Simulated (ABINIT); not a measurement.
Band structure of BaMg₂Sb₂ (P-3m1, 5 atoms in the cell).

```yaml
crystal:
  lattice:
    - [4.79854, 0.00000, 0.00000]
    - [-2.39927, 4.15566, 0.00000]
    - [0.00000, 0.00000, 8.20590]
  atoms:
    - { symbol: Ba, position: [0.00000, 0.00000, 0.00000] }
    - { symbol: Mg, position: [0.66667, 0.33333, 0.37666] }
    - { symbol: Mg, position: [0.33333, 0.66667, 0.62334] }
    - { symbol: Sb, position: [0.66667, 0.33333, 0.73051] }
    - { symbol: Sb, position: [0.33333, 0.66667, 0.26949] }
```

Method: LDA (PW92), PAW (JTH v2.0 LDA PAW) (plane waves; ABINIT).

Settings: pseudos = [Ba.LDA_PW-JTH.xml, Mg.LDA_PW-JTH.xml, Sb.LDA_PW-JTH.xml]; ecut = 544 eV; pawecutdg = 1088 eV; ixc = 7; occopt = 1; ngkpt = 6 6 3; nshiftk = 1; shiftk = 0 0 0; potentials = JTH v2.0 LDA PAW; kptopt = 1; nstep = 50; toldfe1 = 1e-09 Ha; diemac = 4.

The starting cell comes from a database of computed structures (which also holds hypothetical and non-ambient phases and stackings), without a prior relaxation at this level. Spin-orbit coupling is off.

These are the values that this program gave, and no reference: the one-centre exchange-correlation terms come from a truncated expansion.

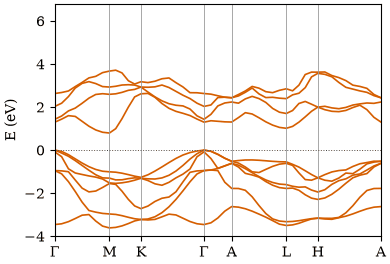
Bands along the path, energies from the top of the valence band on the SCF mesh.

Question: Read off roughly the gap and where its edges lie.

Answer: The gap along the path is about 0.8 eV (computed: 0.79 eV), from Γ to M; the smallest direct gap on it is 1.30 eV.

Levels in eV from the top of the valence band on the SCF mesh, bands 27 to 33:
```csv
point,27,28,29,30,31,32,33
Γ,-0.95,-0.08,0.00,0.00,1.30,1.43,2.03
M,-1.55,-1.53,-1.30,-1.01,0.79,2.59,2.93
K,-2.72,-1.31,-1.31,-1.27,2.62,2.93,2.93
A,-0.62,-0.62,-0.52,-0.52,1.30,2.23,2.43
L,-1.78,-1.60,-0.62,-0.55,1.01,1.70,2.39
H,-2.29,-1.95,-1.29,-1.29,2.00,2.00,3.57
```
